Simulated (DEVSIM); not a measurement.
System: Mo/SiO2/p-Ge capacitor, at 400 K.

| layer (left to right) | material | thickness (nm) | Na (cm⁻³) |
|---|---|---|---|
| 1 | SiO2 | 6.20 | - |
| 2 | Ge | 11000 | 5.4e15 |

Metal gate on the left, work function 4.6 eV. Fixed charge at the semiconductor interface 3.1e10 cm⁻² (in units of +e); no interface traps.

This is a model device: material constants are rounded textbook-type values typed into the input, and sizes, dopings and lifetimes were drawn at random. Values at 300 K; Nc and Nv go as T^1.5, mobilities as T to minus their exponent, the gap by Varshni's rule with the affinity fixed.

```csv
parameter,SiO2,Ge
gap (eV),9,0.664
affinity (eV),0.9,4
permittivity,3.9,16
Nc (cm⁻³),-,1.04e19
Nv (cm⁻³),-,6e18
Varshni α (eV/K),-,0.000477
Varshni β (K),-,235
```

DEVSIM, 1D Poisson equation in equilibrium, Boltzmann statistics, complete ionisation; no quantum confinement or tunnelling. Metal contacts follow the ideal Schottky-Mott rule: no Fermi-level pinning, no interface dipoles.

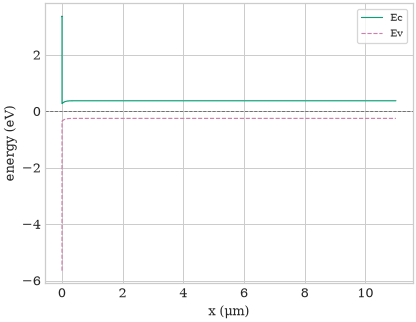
Fig. 1. Band edges at 0.35 V on the gate

Energies count from the Fermi level of the right contact; mesh points crowd at the junctions.

```tsv
x (μm)	Ec (eV)	Ev (eV)	n (cm⁻³)	p (cm⁻³)	field (V/cm)
0.000	3.350	-5.650	< 1e2	< 1e2	32000
0.001367	3.354	-5.646	< 1e2	< 1e2	32000
0.003596	3.361	-5.639	< 1e2	< 1e2	32000
0.005427	3.367	-5.633	< 1e2	< 1e2	32000
0.007175	0.271	-0.353	6.2e15	3.3e14	11000
0.01019	0.274	-0.350	5.6e15	3.6e14	11000
0.01748	0.282	-0.342	4.5e15	4.5e14	9900
0.04444	0.305	-0.319	2.3e15	8.8e14	7500
0.1001	0.337	-0.287	9.2e14	2.2e15	4100
0.2346	0.364	-0.260	4.1e14	4.9e15	760
0.5407	0.370	-0.255	3.5e14	5.7e15	11
1.759	0.370	-0.254	3.5e14	5.8e15	≈ 0
4.240	0.370	-0.254	3.5e14	5.8e15	≈ 0
8.019	0.370	-0.254	3.5e14	5.8e15	≈ 0
10.06	0.370	-0.254	3.5e14	5.8e15	≈ 0
10.62	0.370	-0.254	3.5e14	5.8e15	≈ 0
10.85	0.370	-0.254	3.5e14	5.8e15	≈ 0
10.94	0.370	-0.254	3.5e14	5.8e15	≈ 0
10.99	0.370	-0.254	3.5e14	5.8e15	≈ 0
11.00	0.370	-0.254	3.5e14	5.8e15	≈ 0
11.00	0.370	-0.254	3.5e14	5.8e15	≈ 0
11.01	0.370	-0.254	3.5e14	5.8e15	≈ 0
```
